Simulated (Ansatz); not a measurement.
# Run report: AlSiH6OF, geometry relaxation

- system: AlSiH6OF
- method: RKS PBE0-D4/6-31G* (Ansatz 0.2.0)

It belongs to a series of runs on one base structure; here: end point B relaxed.

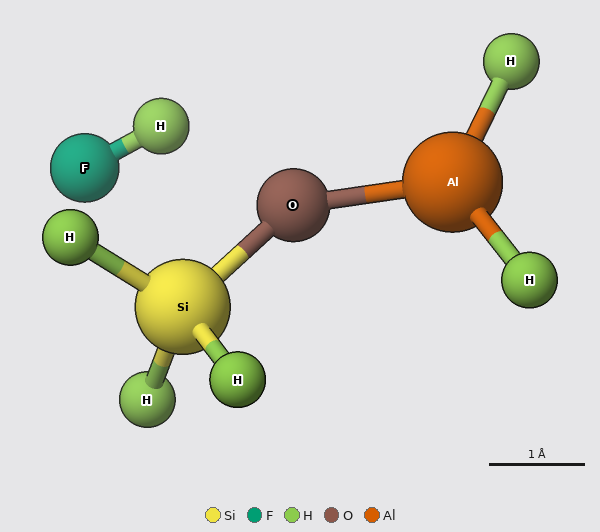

**Figure 1.** The structure as given in the input (ball-and-stick view, seen at a tilt). Sticks mark near contacts.

### Results in brief

- outcome: converged
- total energy: −19325.5505 eV
- mean-field energy: −19325.4021 eV
- largest force (length of the vector) at the end: 0.027 eV/Å
- hardware: 1 thread of Arm Neoverse V2, 24 GiB of memory available, shared host
- wall time: 29 s
- peak memory: 0.16 GiB

### Input file
```yaml
crystal:
  periodic: [false, false, false]
  atoms:
    - { symbol: Si, position_ang: [-0.256919, -0.205755, -0.379618] }
    - { symbol: F, position_ang: [-0.210327, 0.899508, 2.188591] }
    - { symbol: H, position_ang: [0.762767, -0.955233, 0.393667] }
    - { symbol: H, position_ang: [0.112415, 1.222914, -0.530733] }
    - { symbol: H, position_ang: [-0.312988, -0.802613, -1.750582] }
    - { symbol: O, position_ang: [-1.781562, -0.347737, 0.29477] }
    - { symbol: Al, position_ang: [-3.23198, -1.190383, -0.054991] }
    - { symbol: H, position_ang: [-3.265299, -2.198763, -1.279207] }
    - { symbol: H, position_ang: [-4.45407, -0.887937, 0.909288] }
    - { symbol: H, position_ang: [-1.118538, 0.727799, 2.096816] }
basis:
  gaussian: { orbitals: "6-31G*" }
hamiltonian:
  xc: pbe0
  dispersion: d4
relax:
  f_tol: 0.03
  max_steps: 50
output:
  orbitals: {}
```

Launched with:
```bash
ansatz run input.yaml --threads 1 --pin off --max-ram 2048MiB --backend cpu --events-out ev --progress --plain --runs-dir out
```

### Output
```
The last accepted step is kept in [file] (removed where the run ends without a failure and the disk answers)
Engine: ansatz 0.2.0, aarch64-unknown-linux-gnu
Functional definition: PBE0
  parameter a = 0.25
  parameter kappa = 0.804
  parameter beta = 0.06672455060314922
  exchange = (1 - a)*pbe_x(kappa = kappa, mu = beta*pi^2/3) + a*exact_x
  correlation = pbe_c(beta = beta)
823 factors; integrals over basis functions are off by at most 6.9e-4 eV
mean field evaluation 1: about -19319.8001 eV, gradient 5.7e1 eV
mean field evaluation 2: about -19304.1609 eV, gradient 1.0e2 eV
mean field evaluation 4: about -19325.1809 eV, gradient 5.4e0 eV
mean field evaluation 8: about -19325.2409 eV, gradient 8.1e-2 eV
mean field evaluation 16: about -19325.2410 eV, gradient 1.4e-5 eV
mean field -19325.24095924 eV, -710.1895061333 hartree, gradient 1.4e-5 eV, S^2 0.000000; 0 other end points of the search recorded, 0 dependent functions left out
the calculation of the forces begins
reference -19325.24099444 eV, -710.1895074267 hartree; 25, 25 occupied and 55, 55 virtual orbitals, 823 factors
relax step   1: F+E_penalty+E_count = -19325.38822217 eV  Δ(F+E_penalty+E_count) = +0.000e0 eV  max|allowed force component| = 3.667e-1 eV/Å  Δτ_max = 0.0000 Å  (25 SCF iters, accepted)
these checks for a lower state are left out or cut short: starts, cluster_reference, orbital_swaps, neighbouring_geometries, increment
823 factors; integrals over basis functions are off by at most 6.8e-4 eV
mean field -19325.27178031 eV, -710.1906387867 hartree, gradient 2.0e-5 eV, S^2 0.000000; 0 other end points of the search recorded, 0 dependent functions left out
the calculation of the forces begins
reference -19325.27181541 eV, -710.1906400765 hartree; 25, 25 occupied and 55, 55 virtual orbitals, 823 factors
relax step   2: F+E_penalty+E_count = -19325.41939074 eV  Δ(F+E_penalty+E_count) = -3.117e-2 eV  max|allowed force component| = 1.828e0 eV/Å  Δτ_max = 0.1950 Å  (27 SCF iters, accepted)
these checks for a lower state are left out or cut short: starts, cluster_reference, orbital_swaps, neighbouring_geometries, increment
823 factors; integrals over basis functions are off by at most 6.8e-4 eV
mean field -19325.34083795 eV, -710.1931766082 hartree, gradient 1.9e-5 eV, S^2 0.000000; 0 other end points of the search recorded, 0 dependent functions left out
the calculation of the forces begins
reference -19325.34087317 eV, -710.1931779023 hartree; 25, 25 occupied and 55, 55 virtual orbitals, 823 factors
relax step   3: F+E_penalty+E_count = -19325.49014644 eV  Δ(F+E_penalty+E_count) = -7.076e-2 eV  max|allowed force component| = 1.229e0 eV/Å  Δτ_max = 0.1955 Å  (28 SCF iters, accepted)
these checks for a lower state are left out or cut short: starts, cluster_reference, orbital_swaps, neighbouring_geometries, increment
823 factors; integrals over basis functions are off by at most 6.8e-4 eV
mean field evaluation 32: about -19325.3637 eV, gradient 1.1e-1 eV
mean field -19325.38223247 eV, -710.1946978288 hartree, gradient 2.0e-5 eV, S^2 0.000000; 0 other end points of the search recorded, 0 dependent functions left out
the calculation of the forces begins
reference -19325.38226784 eV, -710.1946991285 hartree; 25, 25 occupied and 55, 55 virtual orbitals, 823 factors
relax step   4: F+E_penalty+E_count = -19325.53038981 eV  Δ(F+E_penalty+E_count) = -4.024e-2 eV  max|allowed force component| = 3.479e-1 eV/Å  Δτ_max = 0.2000 Å  (26 SCF iters, accepted)
these checks for a lower state are left out or cut short: starts, cluster_reference, orbital_swaps, neighbouring_geometries, increment
823 factors; integrals over basis functions are off by at most 6.8e-4 eV
mean field -19325.38856640 eV, -710.1949305964 hartree, gradient 1.4e-5 eV, S^2 0.000000; 0 other end points of the search recorded, 0 dependent functions left out
the calculation of the forces begins
reference -19325.38860170 eV, -710.1949318938 hartree; 25, 25 occupied and 55, 55 virtual orbitals, 823 factors
relax step   5: F+E_penalty+E_count = -19325.53631997 eV  Δ(F+E_penalty+E_count) = -5.930e-3 eV  max|allowed force component| = 3.175e-1 eV/Å  Δτ_max = 0.2000 Å  (27 SCF iters, accepted)
these checks for a lower state are left out or cut short: starts, cluster_reference, orbital_swaps, neighbouring_geometries, increment
823 factors; integrals over basis functions are off by at most 6.8e-4 eV
mean field -19325.39692966 eV, -710.1952379404 hartree, gradient 6.8e-5 eV, S^2 0.000000; 0 other end points of the search recorded, 0 dependent functions left out
the calculation of the forces begins
reference -19325.39696507 eV, -710.1952392417 hartree; 25, 25 occupied and 55, 55 virtual orbitals, 823 factors
relax step   6: F+E_penalty+E_count = -19325.54482069 eV  Δ(F+E_penalty+E_count) = -8.501e-3 eV  max|allowed force component| = 1.425e-1 eV/Å  Δτ_max = 0.0672 Å  (24 SCF iters, accepted)
these checks for a lower state are left out or cut short: starts, cluster_reference, orbital_swaps, neighbouring_geometries, increment
823 factors; integrals over basis functions are off by at most 6.8e-4 eV
mean field -19325.40060538 eV, -710.1953730207 hartree, gradient 6.9e-5 eV, S^2 0.000000; 0 other end points of the search recorded, 0 dependent functions left out
the calculation of the forces begins
reference -19325.40064096 eV, -710.1953743284 hartree; 25, 25 occupied and 55, 55 virtual orbitals, 823 factors
relax step   7: F+E_penalty+E_count = -19325.54892762 eV  Δ(F+E_penalty+E_count) = -4.107e-3 eV  max|allowed force component| = 7.367e-2 eV/Å  Δτ_max = 0.0418 Å  (24 SCF iters, accepted)
these checks for a lower state are left out or cut short: starts, cluster_reference, orbital_swaps, neighbouring_geometries, increment
823 factors; integrals over basis functions are off by at most 6.8e-4 eV
mean field -19325.40206252 eV, -710.1954265695 hartree, gradient 6.8e-5 eV, S^2 0.000000; 0 other end points of the search recorded, 0 dependent functions left out
the calculation of the forces begins
reference -19325.40209820 eV, -710.1954278808 hartree; 25, 25 occupied and 55, 55 virtual orbitals, 823 factors
relax step   8: F+E_penalty+E_count = -19325.55041815 eV  Δ(F+E_penalty+E_count) = -1.491e-3 eV  max|allowed force component| = 2.574e-2 eV/Å  Δτ_max = 0.0357 Å  (24 SCF iters, accepted)
823 factors; integrals over basis functions are off by at most 6.8e-4 eV
mean field evaluation 64: about -19325.0798 eV, gradient 1.3e1 eV
```

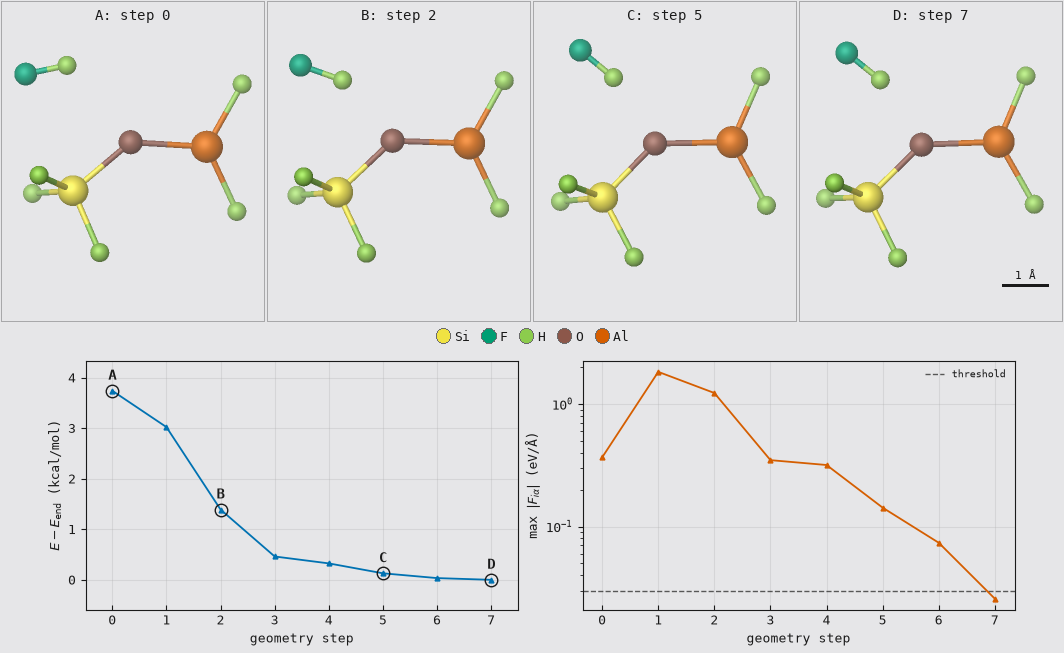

**Figure 2.** Frames of the relaxation (ball-and-stick view, seen on its broad side) above the curves, on which the letters mark them (the first geometry is step 0 here and step 1 in the log).

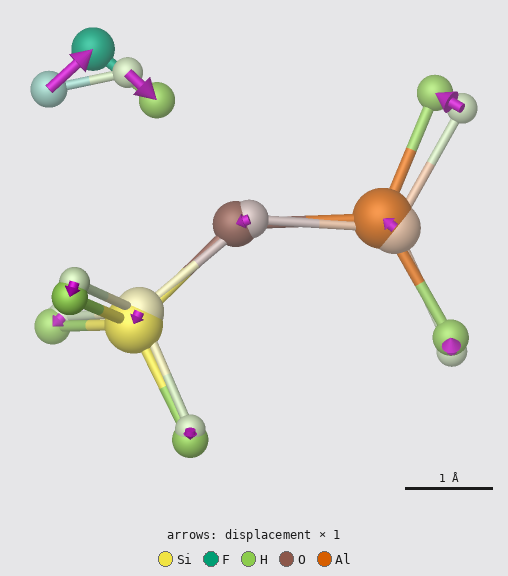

**Figure 3.** Start (faint) and end (solid) with the displacements as pink arrows, at true length (ball-and-stick view, seen on its broad side). The two geometries are laid on each other by the best rigid fit. The energy falls by 3.74 kcal/mol in 7 geometry steps. Largest force component: 0.37 eV/Å at the start, 0.026 eV/Å at the end. The largest move after the best rigid fit is that of F2, 0.69 Å. By element the largest moves are F 0.69 Å, H 0.47 Å, Al 0.18 Å, O 0.17 Å, Si 0.16 Å. Among the contacts that change: F2–H10 0.929 → 0.947 Å, O6–Al7 1.714 → 1.725 Å, Si1–H5 1.496 → 1.491 Å. Among the angles that change: H3–Si1–O6 111.9° → 109.7°, H8–Al7–H9 125.0° → 127.2°. (Atoms are counted from 1 in the order of the input.)

```
mean field -19325.40206252 eV, -710.1954265695 hartree, gradient 6.8e-5 eV, S^2 0.000000; 1 other end points of the search recorded, 0 dependent functions left out
the calculation of the forces begins
reference -19325.40209820 eV, -710.1954278808 hartree; 25, 25 occupied and 55, 55 virtual orbitals, 823 factors
Total energy: -19325.55045383 eV, -710.2008798497 hartree
Atom 0 at    -0.144171    -0.241656    -0.484857 Å, force     0.025743     0.003524    -0.005917 eV/Å
Atom 1 at    -0.844812     0.912575     2.455098 Å, force    -0.004062    -0.001771    -0.007029 eV/Å
Atom 2 at     0.896490    -0.936593     0.313459 Å, force    -0.003516    -0.002032     0.001711 eV/Å
Atom 3 at     0.223280     1.184331    -0.666861 Å, force    -0.005708     0.002231    -0.001092 eV/Å
Atom 4 at    -0.261828    -0.897224    -1.818582 Å, force     0.005706    -0.000302    -0.002959 eV/Å
Atom 5 at    -1.615894    -0.339300     0.299155 Å, force    -0.003501     0.003386     0.008513 eV/Å
Atom 6 at    -3.148267    -1.097662     0.070632 Å, force    -0.013004    -0.004988     0.000154 eV/Å
Atom 7 at    -3.342453    -1.966609    -1.240192 Å, force    -0.006843    -0.001022    -0.000960 eV/Å
Atom 8 at    -4.211775    -0.838484     1.210357 Å, force    -0.003126    -0.001693     0.000262 eV/Å
Atom 9 at    -1.307071     0.482424     1.749792 Å, force     0.008312     0.002668     0.007318 eV/Å
Dipole moment:    -0.287768    -0.349379    -0.523271 e Å
```

### Trajectory as extended XYZ (Å, eV, eV/Å), 8 frames, from step=1 to step=8
```
10
Properties=species:S:1:pos:R:3:forces:R:3 step=1 energy=-19325.38822
Si   -0.2569   -0.2058   -0.3796   -0.1873  -0.0539  -0.1224
F    -0.2103    0.8995    2.1886    0.2847   0.1283   0.1989
H     0.7628   -0.9552    0.3937   -0.0032  -0.0113   0.0157
H     0.1124    1.2229   -0.5307    0.0072  -0.0001   0.0006
H    -0.3130   -0.8026   -1.7506    0.0094  -0.0105   0.0002
O    -1.7816   -0.3477    0.2948    0.2798   0.1362   0.1601
Al   -3.2320   -1.1904   -0.0550   -0.0385  -0.0059   0.0079
H    -3.2653   -2.1988   -1.2792    0.0028   0.0040  -0.0114
H    -4.4541   -0.8879    0.9093    0.0118  -0.0031   0.0035
H    -1.1185    0.7278    2.0968   -0.3667  -0.1837  -0.2530
10
Properties=species:S:1:pos:R:3:forces:R:3 step=2 energy=-19325.41939
Si   -0.2481   -0.2051   -0.3897    0.0835  -0.0920  -0.2278
F    -0.2801    0.9301    2.2902   -1.8280  -0.5884  -0.6833
H     0.7744   -0.9556    0.3798   -0.0131   0.0147   0.0238
H     0.1242    1.2228   -0.5404   -0.0131  -0.0039   0.0215
H    -0.3178   -0.8075   -1.7577   -0.0315   0.0069   0.0281
O    -1.7553   -0.3397    0.3195    0.2617   0.2426   0.2863
Al   -3.2159   -1.1698   -0.0251   -0.1827  -0.1023  -0.0242
H    -3.2574   -2.1733   -1.2558    0.0317   0.0392   0.0130
H    -4.4385   -0.8718    0.9385    0.0385   0.0148   0.0120
H    -1.1420    0.6317    1.9288    1.6529   0.4684   0.5506
10
Properties=species:S:1:pos:R:3:forces:R:3 step=3 energy=-19325.49015
Si   -0.2206   -0.2040   -0.4042    0.2361  -0.0249  -0.2178
F    -0.4577    0.9058    2.3064   -1.2286  -0.6262  -0.8106
H     0.8056   -0.9524    0.3617   -0.0006   0.0083   0.0020
H     0.1530    1.2232   -0.5542   -0.0009  -0.0139  -0.0002
H    -0.3240   -0.8107   -1.7674   -0.0520   0.0069   0.0570
O    -1.7071   -0.3184    0.3527    0.1083   0.1363   0.1671
Al   -3.1842   -1.1341    0.0282   -0.2556  -0.1466  -0.0635
H    -3.2338   -2.1284   -1.2101    0.0373   0.0467   0.0258
H    -4.4013   -0.8331    0.9957    0.0609   0.0252   0.0250
H    -1.1864    0.5138    1.7793    1.0951   0.5882   0.8150
10
Properties=species:S:1:pos:R:3:forces:R:3 step=4 energy=-19325.53039
Si   -0.1928   -0.2245   -0.4710   -0.0851   0.0935   0.3479
F    -0.6082    0.9186    2.4375   -0.2656  -0.1533  -0.1914
H     0.8334   -0.9580    0.3206   -0.0188   0.0555  -0.1008
H     0.1848    1.2038   -0.6359    0.0337  -0.0755  -0.0301
H    -0.3527   -0.8615   -1.7994    0.0443  -0.0663  -0.1761
O    -1.6656   -0.3040    0.3244   -0.0922  -0.0454   0.0477
Al   -3.1631   -1.1222    0.0286    0.2032   0.1511   0.0996
H    -3.2246   -2.0882   -1.2160   -0.0193  -0.0678  -0.0996
H    -4.3285   -0.8193    1.0479   -0.0332   0.0096   0.0453
H    -1.2391    0.5171    1.8514    0.2331   0.0987   0.0574
10
Properties=species:S:1:pos:R:3:forces:R:3 step=5 energy=-19325.53632
Si   -0.1692   -0.2433   -0.4650   -0.0102  -0.0659  -0.3175
F    -0.7975    0.9526    2.4926   -0.1128  -0.1300  -0.2302
H     0.9051   -0.9704    0.2515   -0.0557  -0.0354   0.1525
H     0.2420    1.1673   -0.6597   -0.0734   0.0654   0.0794
H    -0.3311   -0.8700   -1.8138   -0.0105   0.0163   0.0715
O    -1.6368   -0.3336    0.3352    0.2997   0.0907   0.0333
Al   -3.1465   -1.1152    0.0488   -0.1102  -0.0060   0.0733
H    -3.2881   -2.0172   -1.2479    0.0102   0.0193   0.0133
H    -4.2496   -0.8339    1.1479   -0.0043  -0.0244  -0.0314
H    -1.2849    0.5254    1.7984    0.0672   0.0701   0.1558
10
Properties=species:S:1:pos:R:3:forces:R:3 step=6 energy=-19325.54482
Si   -0.1570   -0.2497   -0.4903    0.0622   0.0066  -0.1425
F    -0.8606    0.9365    2.5092   -0.0604  -0.0705  -0.1264
H     0.9044   -0.9683    0.2533   -0.0108  -0.0364   0.0878
H     0.2435    1.1652   -0.6769   -0.0343   0.0493   0.0279
H    -0.3155   -0.8860   -1.8318   -0.0165   0.0059   0.0377
O    -1.6125   -0.3280    0.3247    0.0585   0.0201   0.0202
Al   -3.1336   -1.1000    0.0655   -0.0597  -0.0142   0.0322
H    -3.2885   -1.9929   -1.2357   -0.0035   0.0128   0.0118
H    -4.2241   -0.8263    1.1771   -0.0027  -0.0106  -0.0136
H    -1.3127    0.5112    1.7929    0.0671   0.0370   0.0650
10
Properties=species:S:1:pos:R:3:forces:R:3 step=7 energy=-19325.54893
Si   -0.1509   -0.2463   -0.4910    0.0684   0.0251  -0.0404
F    -0.8611    0.9217    2.4837    0.0028  -0.0094  -0.0201
H     0.8908   -0.9575    0.2914   -0.0011  -0.0012   0.0095
H     0.2332    1.1750   -0.6755   -0.0004   0.0016   0.0047
H    -0.2946   -0.8964   -1.8255    0.0085  -0.0001   0.0069
O    -1.6129   -0.3235    0.3098    0.0036   0.0025   0.0312
Al   -3.1346   -1.0979    0.0727   -0.0737  -0.0057  -0.0014
H    -3.3069   -1.9697   -1.2389   -0.0062  -0.0097  -0.0014
H    -4.2142   -0.8407    1.1972   -0.0022  -0.0066   0.0055
H    -1.3053    0.4971    1.7641    0.0003   0.0037   0.0055
10
Properties=species:S:1:pos:R:3:forces:R:3 step=8 energy=-19325.55042
Si   -0.1442   -0.2417   -0.4849    0.0257   0.0035  -0.0059
F    -0.8448    0.9126    2.4551   -0.0041  -0.0018  -0.0070
H     0.8965   -0.9366    0.3135   -0.0035  -0.0020   0.0017
H     0.2233    1.1843   -0.6669   -0.0057   0.0022  -0.0011
H    -0.2618   -0.8972   -1.8186    0.0057  -0.0003  -0.0030
O    -1.6159   -0.3393    0.2992   -0.0035   0.0034   0.0085
Al   -3.1483   -1.0977    0.0706   -0.0130  -0.0050   0.0002
H    -3.3425   -1.9666   -1.2402   -0.0068  -0.0010  -0.0010
H    -4.2118   -0.8385    1.2104   -0.0031  -0.0017   0.0003
H    -1.3071    0.4824    1.7498    0.0083   0.0027   0.0073
```

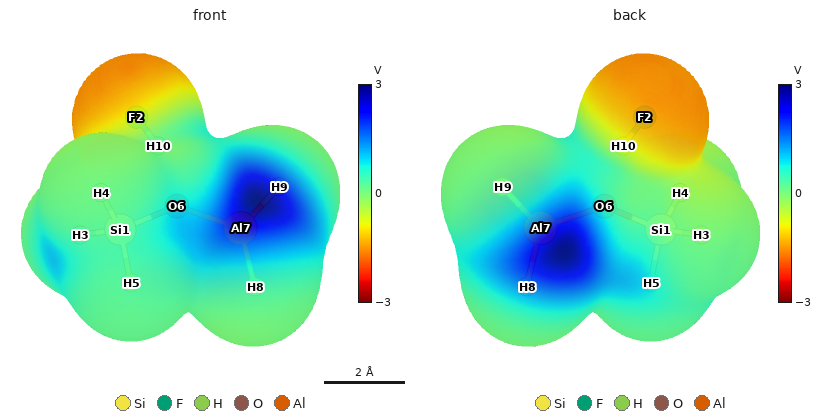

**Figure 4.** The electrostatic potential painted on the density surface at 0.001 e/bohr³, seen at a tilt and from behind; the colour scale runs from red (negative) to blue (positive). A positive charge is drawn to the negative regions and a negative charge to the positive ones.

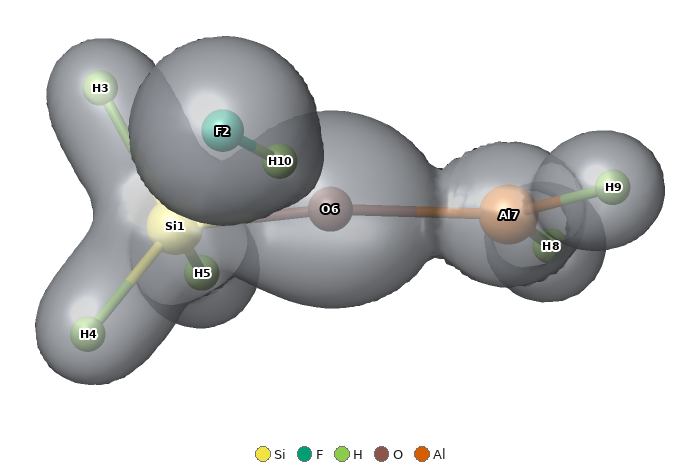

**Figure 5.** Isosurface of the total electron density at 0.4 e/Å³ (grey), seen from the side. At this value the surface falls into two separate pieces. It is pinched off along the O···H (1.70 Å) contacts. On the grid the lowest density along these lines, outside the cores, is 0.31 e/Å³ (O···H, 1.70 Å), 0.89 e/Å³ (Si–O, 1.67 Å), 0.64 e/Å³ (Al–O, 1.72 Å) and 2.2 e/Å³ (F–H, 0.95 Å).

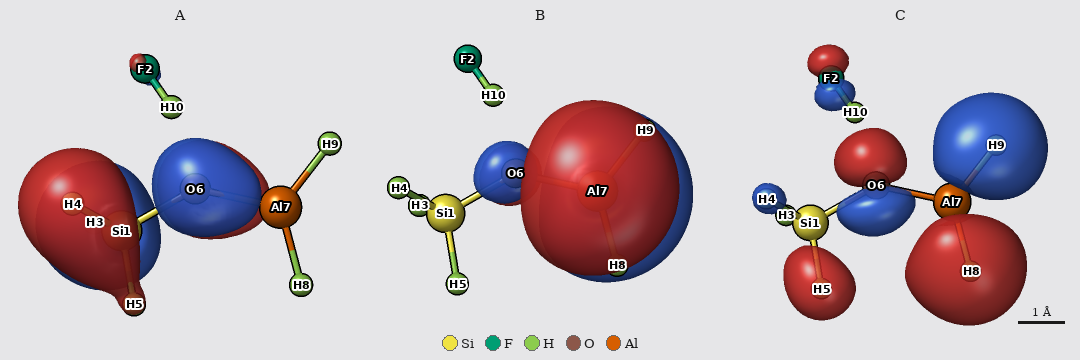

**Figure 6.** Three frontier orbitals at ±0.08 Å⁻³ᐟ² (blue and red are the two phases). A is the HOMO−1 (−9.22 eV). By Hirshfeld shares it lies mainly on O6 (30 %), Si1 (25 %), H3 (20 %) and H4 (15 %). C is the HOMO (−8.90 eV). Its weight (Hirshfeld) is mainly on H8 (25 %), Al7 (25 %), H9 (20 %) and O6 (15 %). B is the LUMO (−1.51 eV). Its weight (Hirshfeld) is mainly on Al7 (80 %). The HOMO–LUMO gap is 7.39 eV between the orbital energies.
